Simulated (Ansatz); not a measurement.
System: Ca₂C.

Input

```
crystal:
  lattice:
    - [0.0, 3.1285803947, 3.1285803947]
    - [3.1285803947, 0.0, 3.1285803947]
    - [3.1285803947, 3.1285803947, 0.0]
  atoms:
    - { symbol: C, position: [0.0, 0.0, 0.0] }
    - { symbol: Ca, position: [0.25, 0.25, 0.25] }
    - { symbol: Ca, position: [0.75, 0.75, 0.75] }
kpoints:
  mp_grid: { grid: [4, 4, 4] }
hamiltonian:
  xc: hse06
scf:
  occupations: { method: fixed }
  n_extra_bands: 4
output:
  forces: true
  stress: true
  eigenvalues: true
  write_density: true
  write_potential: true
  elf: true
  volumetric_format: npy
```

Launched as:

```sh
ansatz run input.yaml --threads 4 --pin off --max-ram 3686MiB --backend cpu --events-out ev --progress --plain --runs-dir out
```

Below, planes, directions and counts refer to the conventional cell (a = 6.26 Å, b = 6.26 Å, c = 6.26 Å, α = 90.00°, β = 90.00°, γ = 90.00°).

Space group Fm-3m; started from the antifluorite prototype, which need not be the ambient phase.

Method: DFT, HSE06, plane waves, PAW (Ansatz).

### What can the converged valence pseudo-density and electron localisation function tell about the bonding?

Ca–C (2.71 Å): ρ at the midpoint is about 0.2 e/Å³; the ELF peaks at about 0.80 in the valence shell of C, 0.8 Å from its nucleus, and is about 0.20 at the midpoint; no localised pair shows between them.

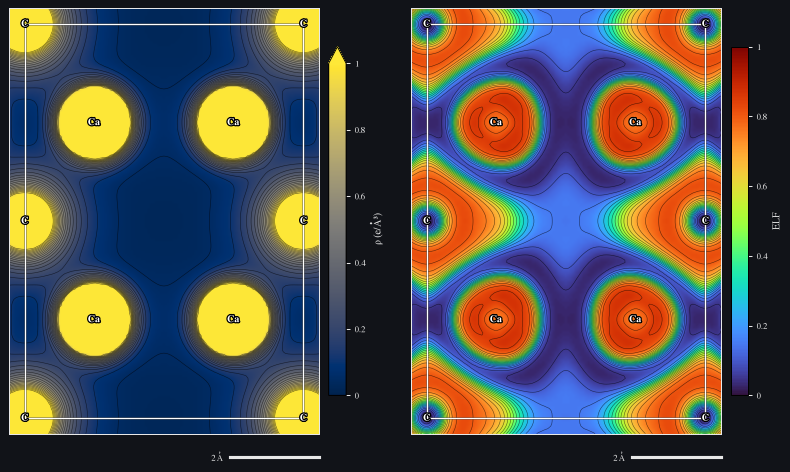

Computed valence pseudo-density and electron localisation function on the (101) plane of the conventional cell, in this order. 
